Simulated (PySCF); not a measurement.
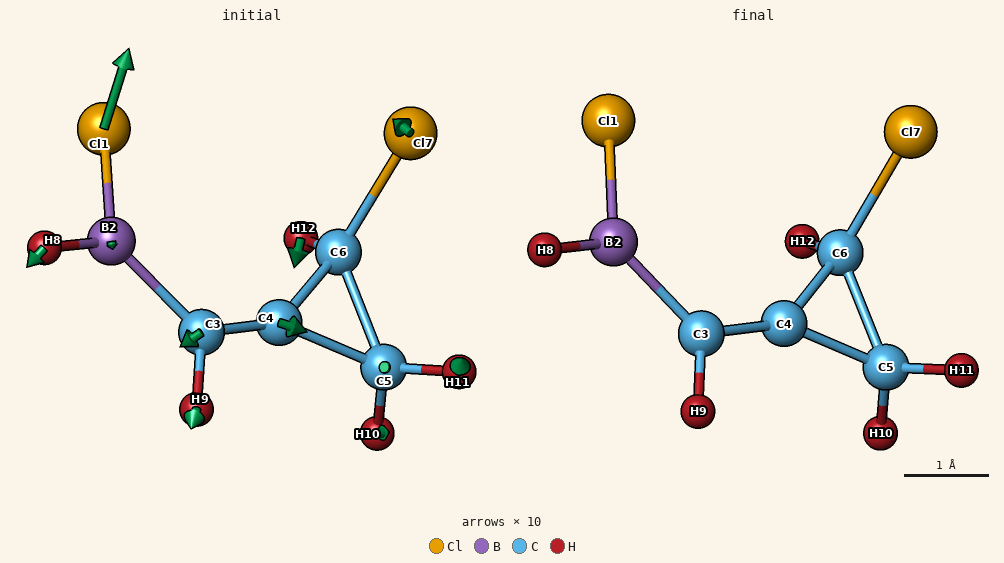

The structure of C4H5BCl2 before (left) and after (right) a relaxation, at one scale. The green arrows give the displacements, 10 times their true length.

Style: ball-and-stick. Shown at a tilt.

The start comes from GFN2-xTB. Its atoms were then displaced at random by about 0.01 Å.

Theory: PySCF 2.14.0, density-fitted response routines, PBE0-D3(BJ)/def2-SVP geometry optimisation, gas phase. 

**What changed between the two?**

Cl1 moves most after the best rigid fit: 0.10 Å. By element the largest moves are Cl 0.10 Å, C 0.04 Å, H 0.04 Å, B 0.01 Å. Some distances before and after: Cl1–B2 1.676 → 1.753 Å, C3–C4 1.289 → 1.337 Å, C4–C5 1.494 → 1.463 Å, C4–C6 1.481 → 1.458 Å. Among the angles between lasting bonds that change: C4–C5–H11 119.9° → 117.4°. After 6 geometry steps the energy has fallen by 0.213 eV.
